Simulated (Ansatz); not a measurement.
AlH3: several calculations on one system

### Relaxation

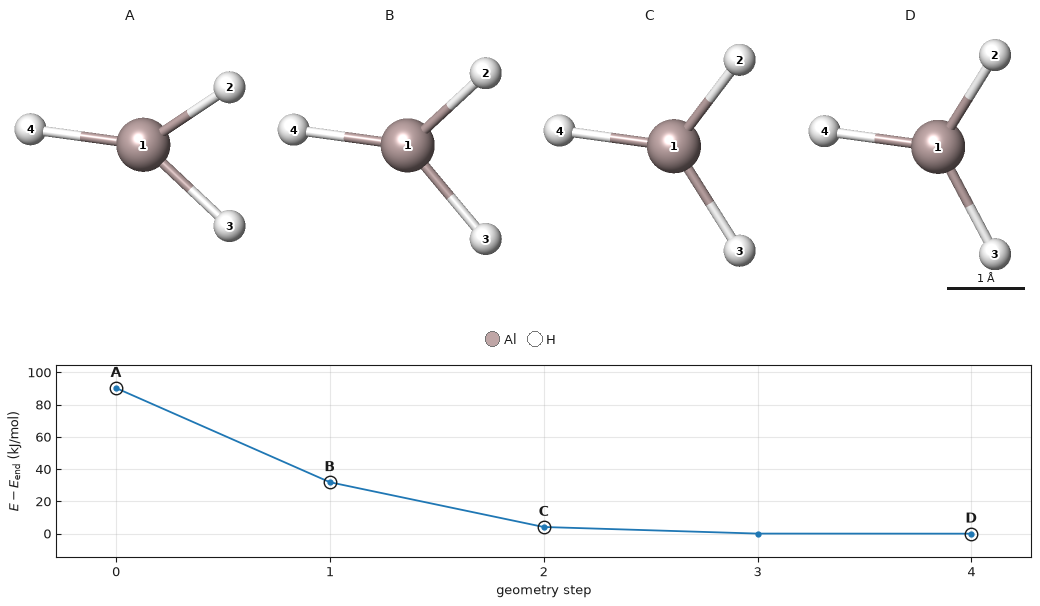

Frames of a relaxation of AlH₃, marked on the history of the run. A ball-and-stick model, seen at a tilt.

The run prepares an end point of a later path (reaction) calculation, from a guessed geometry.

Computed with RKS PBE-D4/def2-SVP (Ansatz 0.2.0).

The input:
```yaml
crystal:
  periodic: [false, false, false]
  atoms:
    - { symbol: Al, position_ang: [0.210628, 6.8e-05, 0.121578] }
    - { symbol: H, position_ang: [0.778963, -2.0e-06, 1.564679] }
    - { symbol: H, position_ang: [1.744594, 0.0, -0.107526] }
    - { symbol: H, position_ang: [-1.164985, -6.6e-05, -0.67263] }
basis:
  gaussian: { orbitals: def2-SVP }
hamiltonian:
  xc: pbe
  dispersion: d4
relax:
  f_tol: 0.03
  max_steps: 50
```

Run as
```bash
ansatz run input.yaml --threads 1 --pin off --max-ram 2048MiB --backend cpu --events-out ev --progress --plain --runs-dir out
```

Q: What happens along the run?

A: The largest moves after the best rigid fit, 0.47 Å, are those of H2 and H3. By element the largest moves are H 0.47 Å, Al 0.21 Å. Some distances before and after: Al1–H2 1.551 → 1.601 Å, Al1–H4 1.588 → 1.601 Å. Among the angles between lasting bonds that change: H2–Al1–H3 77.0° → 120.0°, H3–Al1–H4 141.5° → 120.0°, H2–Al1–H4 141.5° → 120.0°. After 4 geometry steps the energy has fallen by 90.3 kJ/mol. The largest force component goes from 1.8 to 0.0022 eV/Å. Cost: 2.6 s on 1 thread of Arm Neoverse V1, with other jobs on the host, peak memory 0.085 GiB. From step 0 to 1: H atoms move most (0.20 Å), energy −58.4 kJ/mol. From step 1 to 2: H atoms move most (0.20 Å), energy −27.8 kJ/mol. From step 2 to 4: H atoms move most (0.09 Å), energy −4.14 kJ/mol.

### Relaxation

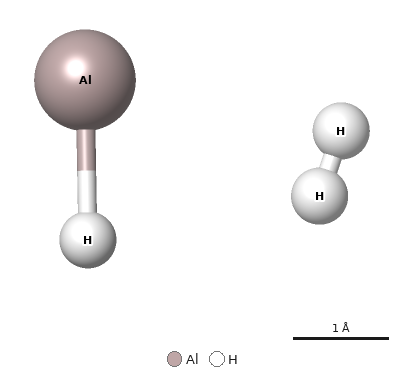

This is the input geometry for a relaxation of AlH₃. A ball-and-stick model, seen face on.

The run prepares an end point of a later path (reaction) calculation, from a guessed geometry.

These are results of RKS PBE-D4/def2-SVP in Ansatz, not measurements.

Input file:
```yaml
crystal:
  periodic: [false, false, false]
  atoms:
    - { symbol: Al, position_ang: [-0.07873, 0.351251, -1.217214] }
    - { symbol: H, position_ang: [1.077588, -0.206201, 1.225626] }
    - { symbol: H, position_ang: [1.680387, -0.008059, 0.876516] }
    - { symbol: H, position_ang: [-1.110045, -0.136991, 0.021172] }
basis:
  gaussian: { orbitals: def2-SVP }
hamiltonian:
  xc: pbe
  dispersion: d4
relax:
  f_tol: 0.03
  max_steps: 50
output:
  orbitals: {}
```

Run as
```bash
ansatz run input.yaml --threads 1 --pin off --max-ram 2048MiB --backend cpu --events-out ev --progress --plain --runs-dir out
```

What does the optimiser find from here?

Answer. The energy falls by 2.03 kcal/mol in 4 accepted moves (5 points after the start). Largest force component: 1.6 eV/Å at the start, 0.024 eV/Å at the end. The line search rejected the trial step at point 2 of the run. The atom that moves furthest after the best rigid fit is H2 (0.30 Å). By element the largest moves are H 0.30 Å, Al 0.28 Å. Among the contacts that change: Al1–H2 2.760 → 2.244 Å, Al1–H3 2.758 → 2.266 Å, H2–H3 0.724 → 0.795 Å.

Final geometry:

```xyz
4

Al    0.1292    0.3267   -1.0246
H     0.8453   -0.1740    1.0418
H     1.5456    0.0117    0.7156
H    -0.9509   -0.1644    0.1733
```

After the run, drawn alike:

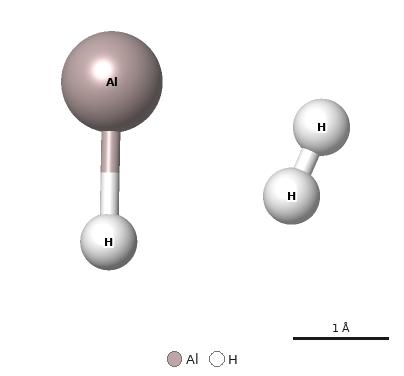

Limits of the set-up: the start holds two separate molecules, 2.5 Å apart at their closest, whose relative position is a soft coordinate.

### Path

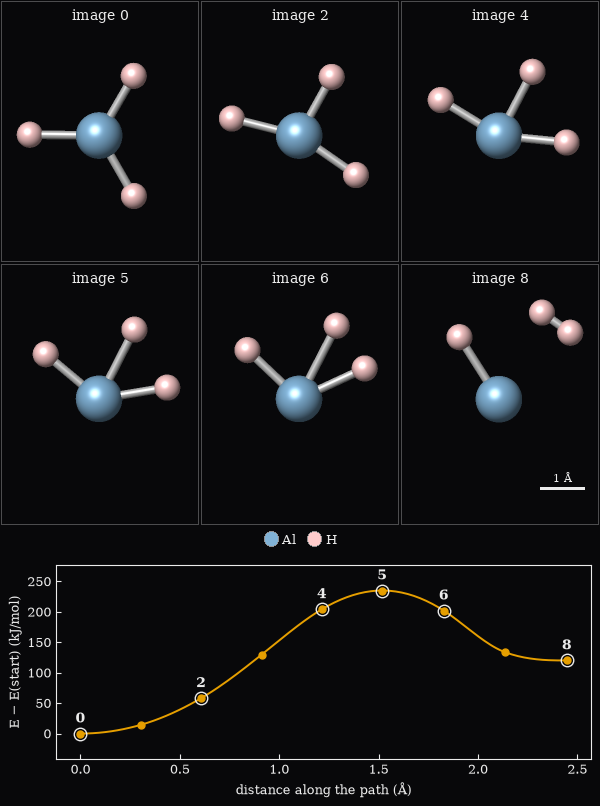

A search for the minimum-energy path of AlH₃ by the nudged elastic band. Images are numbered from 0 (start) to 8 (end). The picture is a ball-and-stick view, seen face on.

Level of theory: RKS PBE-D4/def2-SVP (Ansatz).

Input
```yaml
crystal:
  periodic: [false, false, false]
  atoms:
    - { symbol: Al, position_ang: [0.392269, 0.0, 0.226507] }
    - { symbol: H, position_ang: [0.392332, 1.6e-05, 1.827279] }
    - { symbol: H, position_ang: [1.778697, 1.9e-05, -0.573674] }
    - { symbol: H, position_ang: [-0.994098, -3.5e-05, -0.574012] }
basis:
  gaussian: { orbitals: def2-SVP }
hamiltonian:
  xc: pbe
  dispersion: d4
neb:
  order_check: false
  images: 7
  f_tol: 0.05
  max_iterations: 60
  final_atoms:
    - { symbol: Al, position_ang: [0.19434229, 0.00471604, -1.07810587] }
    - { symbol: H, position_ang: [0.80550829, -0.00156102, 1.08056481] }
    - { symbol: H, position_ang: [1.52925505, -0.0015502, 0.75262935] }
    - { symbol: H, position_ang: [-0.95990563, -0.00160483, 0.15101171] }
  initial_path:
    images:
      - { positions_ang: [[0.392269, 0.0, 0.226507], [0.392332, 1.6e-05, 1.827279], [1.778697, 1.9e-05, -0.573674], [-0.994098, -3.5e-05, -0.574012]] }
      - { positions_ang: [[0.29420418, -2.48e-06, 0.16987605], [0.59613772, 1.86e-05, 1.69056798], [1.76217083, 2.113e-05, -0.32881636], [-1.08331272, -3.725e-05, -0.62552767]] }
      - { positions_ang: [[0.19613935, -4.95e-06, 0.1132451], [0.79994343, 2.12e-05, 1.55385696], [1.74564466, 2.325e-05, -0.08395873], [-1.17252744, -3.95e-05, -0.67704333]] }
      - { positions_ang: [[0.09807453, -7.43e-06, 0.05661415], [1.00374915, 2.381e-05, 1.41714594], [1.72911849, 2.538e-05, 0.16089891], [-1.26174217, -4.176e-05, -0.728559]] }
      - { positions_ang: [[9.7e-06, -9.9e-06, -1.68e-05], [1.20755486, 2.641e-05, 1.28043492], [1.71259232, 2.75e-05, 0.40575655], [-1.35095689, -4.401e-05, -0.78007466]] }
      - { positions_ang: [[0.04859285, 0.00117158, -0.26953907], [1.10704322, -0.00037045, 1.23046739], [1.66675801, -0.00036692, 0.49247475], [-1.25319407, -0.00043421, -0.54730307]] }
      - { positions_ang: [[0.09717599, 0.00235307, -0.53906133], [1.00653158, -0.0007673, 1.18049986], [1.62092369, -0.00076135, 0.57919295], [-1.15543126, -0.00082442, -0.31453148]] }
      - { positions_ang: [[0.14575914, 0.00353455, -0.8085836], [0.90601994, -0.00116416, 1.13053234], [1.57508937, -0.00115577, 0.66591115], [-1.05766844, -0.00121462, -0.08175989]] }
      - { positions_ang: [[0.19434229, 0.00471604, -1.07810587], [0.80550829, -0.00156102, 1.08056481], [1.52925505, -0.0015502, 0.75262935], [-0.95990563, -0.00160483, 0.15101171]] }
```

Run as
```bash
ansatz run input.yaml --threads 1 --pin off --max-ram 2048MiB --backend cpu --events-out ev --progress --plain --runs-dir out
```

### What happens along the path, and what is the barrier?

The energy climbs by 235.0 kJ/mol to image 5 and then falls by 114.8 kJ/mol, so the end point sits at +120.2 kJ/mol. Breaking: 2 Al–H (1.60 → 2.24–2.27 Å). Forming: H–H (2.77 → 0.79 Å). The band converged in 9 iterations, with a climbing image at the top.

Cost: 31 s on 1 thread of Arm Neoverse V1 (shared host), peak memory 0.081 GiB.
